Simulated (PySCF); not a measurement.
```tsv
atom	x (Å)	y (Å)	z (Å)
C	3.5825	-0.0609	-0.5287
N	2.4932	-0.3160	0.0248
Si	0.8692	-0.2318	-0.5600
F	0.6191	1.1121	-1.4310
N	-0.0407	-0.0800	0.8966
Si	-1.7187	0.2505	1.1328
C	-2.5689	0.0751	-0.5681
F	-2.4434	-1.2194	-1.0396
H	3.7005	0.2771	-1.5622
H	4.5018	-0.1709	0.0425
H	0.4722	-1.3085	-1.4396
H	0.4997	-0.2065	1.7374
H	-2.2671	-0.7405	2.0608
H	-1.9466	1.6278	1.5865
H	-2.1195	0.7206	-1.3246
H	-3.6409	0.2802	-0.5255
```

Geometry: GFN2-xTB.

Theory: PBE0/pcSseg-1, SCF density, gas phase, non-relativistic (PySCF 2.14.0).

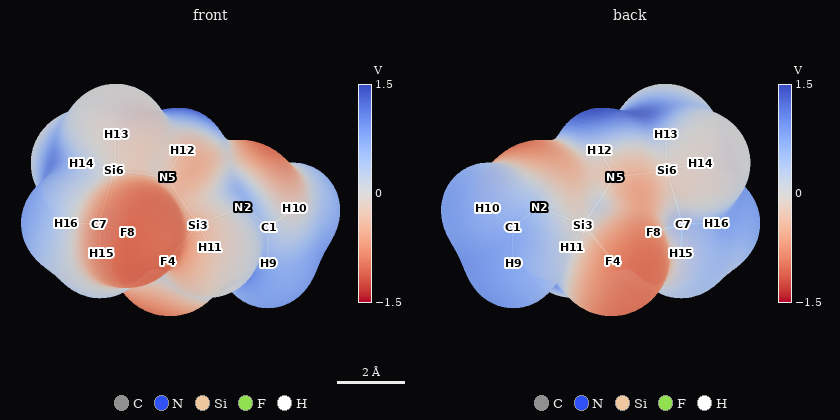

C2H8F2N2Si2. The molecular electrostatic potential painted on the density surface at 0.001 e/bohr³, seen from the front and from behind; red is negative and blue positive.

Describe the electrostatic potential map.

The most negative region (about −1.0 V) lies over F8, the most positive (about +1.3 V) over H12.

What dipole moment does the calculation give?

Its dipole moment is 1.68 D.
